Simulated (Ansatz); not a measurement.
**How methods differ on AlHCl2 (SMILES [H][Al]([Cl])[Cl])**

AlHCl2: 4 atoms, total charge 0, spin state singlet. SMILES: `[H][Al]([Cl])[Cl]`. The shape comes from GFN2-xTB, which is rough for such elements, and wasn't checked as a minimum.

```csv
atom,x (Å),y (Å),z (Å)
Al,-0.0478,-0.0807,-0.0004
Cl,1.9719,-0.1826,0.0143
Cl,-1.0957,1.6499,-0.0158
H,-0.8284,-1.3866,0.0020
```

Quantity: the electronic atomisation energy, in eV. The values are calculated. Electronic energies at fixed atoms, without zero-point motion or spin-orbit coupling.

```tsv
level	kind	program	value (eV)	less FCI/STO-3G	CPU time (all runs)
HF/STO-3G	Hartree–Fock	Ansatz	14.26	-0.48	0.27 s
BLYP/STO-3G	GGA	Ansatz	16.38	+1.64	2.4 s
PBE/STO-3G	GGA	Ansatz	16.83	+2.09	2.5 s
r2SCAN0/STO-3G	hybrid meta-GGA	Ansatz	16.72	+1.98	6.2 s
CAM-B3LYP/STO-3G	range-separated hybrid	Ansatz	16.45	+1.71	2.8 s
wB97M-V/STO-3G	range-separated hybrid	Ansatz	16.83	+2.09	32 s
BCCD(T)/STO-3G	coupled cluster or CI	Ansatz	14.73	-0.01	0.55 s
CCSDT/STO-3G	coupled cluster or CI	Ansatz	14.74	0.00	0.99 s
FCI/STO-3G	exact in the basis	Ansatz	14.74	0.00	1.9 s
```

FCI/STO-3G is exact within its basis and frozen core, so for wave-function methods in that basis the difference is their error; functionals converge differently with the basis, so for them it is only a difference. The values span 14.26 to 16.83 eV. All rows use very small basis sets, so even the best lies far from the true value. Times are those of the runs behind each value, whatever else they computed, on shared processors of several kinds: orders of magnitude only.

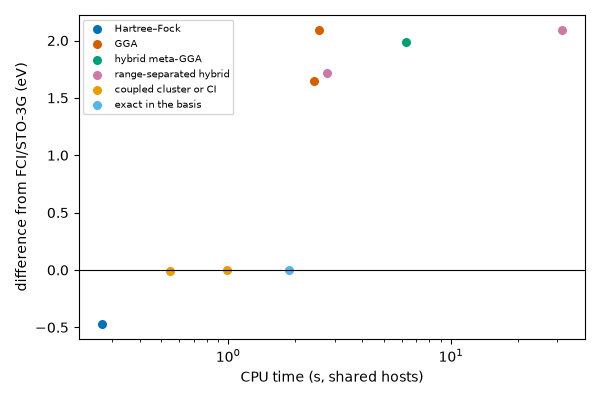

Difference from FCI/STO-3G against processor time, one point a level.
